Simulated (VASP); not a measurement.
Consider the following.

```
BeHg3Se4
1.0
    5.87809     0.00000     0.00000
    0.00000     5.87809     0.00000
    0.00000     0.00000     5.87809
Hg Se Be
3 4 1
Direct
  0.00000   0.00000   0.00000
  0.50000   0.50000   0.00000
  0.50000   0.00000   0.50000
  0.22164   0.27836   0.27836
  0.77836   0.72164   0.27836
  0.77836   0.27836   0.72164
  0.22164   0.72164   0.72164
  0.00000   0.50000   0.50000
```

Calculation: PBEsol GGA, VASP's PBE PAW potentials (set 64) (plane waves; VASP). Settings: 400 eV cut-off, 6×6×6 Γ-centred mesh, tetrahedra with Blöchl corrections, potentials Hg Se Be.

Unless said otherwise, spin-orbit coupling is left out, though it shifts the bands of the heavy elements here.

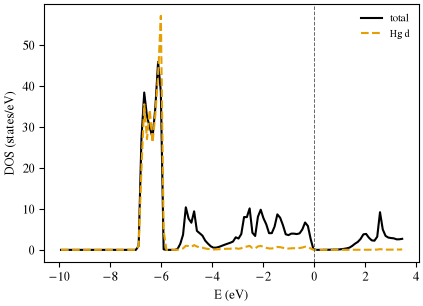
Figure. Total and projected density of states, zero at the Fermi level

Within 2 eV below the Fermi level the largest weight inside VASP's projection spheres is Se p, then Hg d.

It has no gap at this level: it comes out as a metal or semimetal.

The structure was generated: BeHg3Se4 was put into an ordered model structure (P-43m), which need not be its known phase. It was relaxed first.
